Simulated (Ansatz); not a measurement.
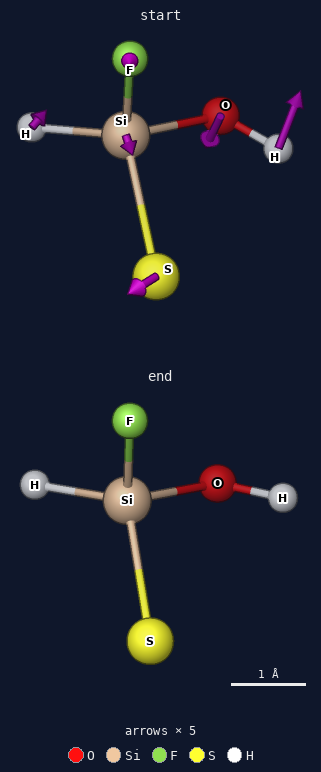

The structure of SiH2SOF (multiplicity 2) (coarse preliminary run) before (top) and after (bottom) a relaxation, at one scale. The purple arrows give the displacements, 5 times their true length.

Style: ball-and-stick. Shown at a tilt.

The start comes from a force field.

Method: Ansatz, UKS PBE-D4/def2-SVP.

Input file:
```yaml
crystal:
  periodic: [false, false, false]
  atoms:
    - {symbol: O, position_ang: [-0.088500, 0.470700, -1.208100]}
    - {symbol: Si, position_ang: [-0.207700, 0.084600, 0.376300]}
    - {symbol: F, position_ang: [0.773300, 1.030700, 1.169600]}
    - {symbol: S, position_ang: [0.583800, -1.892700, 0.421200]}
    - {symbol: H, position_ang: [0.564500, 0.030200, -1.707900]}
    - {symbol: H, position_ang: [-1.583300, 0.212600, 0.902900]}
basis:
  gaussian: {orbitals: def2-SVP}
magnetization: {spin_polarized: true, initial_magnetization: 1}
hamiltonian: {xc: pbe, dispersion: d4}
relax: {f_tol: 0.03, max_steps: 200}
```

Q: Describe what moved and what it gained.

A: The atom that moves furthest after the best rigid fit is H5 (0.17 Å). Largest moves by element: H 0.17 Å, O 0.16 Å, S 0.12 Å, Si 0.06 Å, F 0.06 Å. Among the contacts that change: Si2–F3 1.577 → 1.636 Å, O1–H5 0.933 → 0.975 Å, O1–Si2 1.635 → 1.668 Å, Si2–H6 1.479 → 1.487 Å. Bond angles that change, for instance: O1–Si2–H6 113.1° → 106.0°, O1–Si2–F3 107.5° → 112.3°, O1–Si2–S4 102.3° → 106.4°. Groups turn about O1–Si2 by about 25°. The energy falls by 19.7 kJ/mol in 4 accepted moves (5 points after the start). The largest force component goes from 2.1 to 0.029 eV/Å. The line search rejected the trial step at point 4 of the run.
